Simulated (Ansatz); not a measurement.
## Response to strain in WSe2

Consider WSe$_{2}$ (space group P6_3/mmc, No. 194; layered, stacked along the Cartesian z axis).

```
CELL_PARAMETERS angstrom
      3.23049     0.00000     0.00000
     -1.61525     2.79769     0.00000
      0.00000     0.00000    12.41108
ATOMIC_POSITIONS crystal
  W  0.66667 0.33333 0.75000
  W  0.33333 0.66667 0.25000
  Se 0.66667 0.33333 0.38545
  Se 0.33333 0.66667 0.88545
  Se 0.33333 0.66667 0.61455
  Se 0.66667 0.33333 0.11455
```

Cartesian axes are those of the cell as printed.

Strains are applied to the cell and any free atomic positions relax; under biaxial strain the out-of-plane vector relaxes too.

Level of theory: PBEsol-D3(BJ)/PAW in Ansatz (a first-principles code), no SOC.

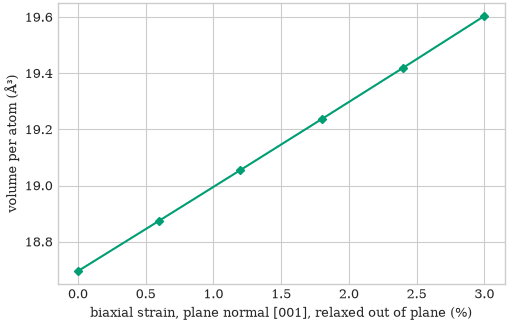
Volume per atom against biaxial strain, plane normal [001], relaxed out of plane

Question: From the plot, what is the volume per atom for biaxial strain +1.80 %, plane normal [001], relaxed out of plane?

Answer: About 19.24 Å³.

Question: Is the trend monotonic over the range shown?

Answer: Yes, it rises throughout, spanning 18.70 Å³ to 19.60 Å³.

Stability against distortions was not tested.
